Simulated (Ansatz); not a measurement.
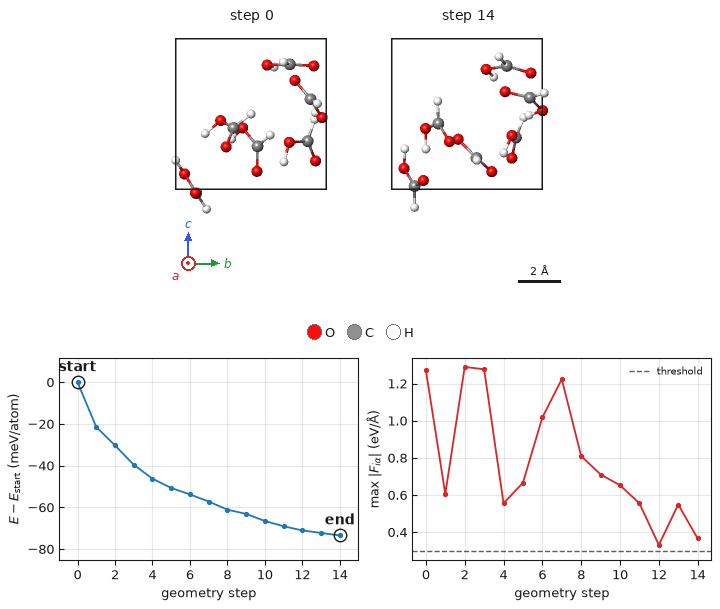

First and last geometry of a relaxation of an amorphous cell of composition H₂CO₂, with the history of the run. Style: ball-and-stick. Shown: the cell of the calculation (origin shifted), along the a axis.

The cell holds 6 HCOOH. The run prepares the start of a later molecular dynamics calculation, from a guessed geometry.

Theory: DFT PBE-D3(BJ), scalar-relativistic, plane waves, PAW in Ansatz 0.2.0. (plane-wave cutoff 420 eV; k-point mesh 1 × 1 × 1; occupations fermi dirac; smearing width 0.05 eV; no spin polarisation; atoms relaxed in a fixed cell; force threshold 0.3 eV/Å; at most 15 steps)

Did the run converge, and what did it change?

The relaxation stopped without meeting its thresholds, so the last structure isn't shown to be converged. It used up its limit of 15 steps. Over 14 geometry steps the energy falls by 73.5 meV per atom. The largest force component goes from 1.3 to 0.37 eV/Å. The atom that moves furthest is an H atom (1.55 Å roughly along [0 −2 1]). By element the largest moves are H 1.55 Å, O 1.51 Å, C 0.85 Å. The lattice vectors keep their values. Some distances before and after: H–O 0.980 → 1.020 Å, C–O 1.350 → 1.321 Å, C–O 1.212 → 1.229 Å, C–H 1.096 → 1.102 Å. Among the angles between lasting bonds that change: C–O–H 106.0° → 113.4°, C–O–H 106.0° → 112.1°, C–O–H 106.0° → 111.1°. Cost: 47 s on 1 thread of Arm Neoverse V1, on a shared host, peak memory 0.4 GiB.

Limits of the set-up: the program's low-accuracy preset was used; the periodic images lie only 7.2 Å apart, so the values are limited by the cell's size.
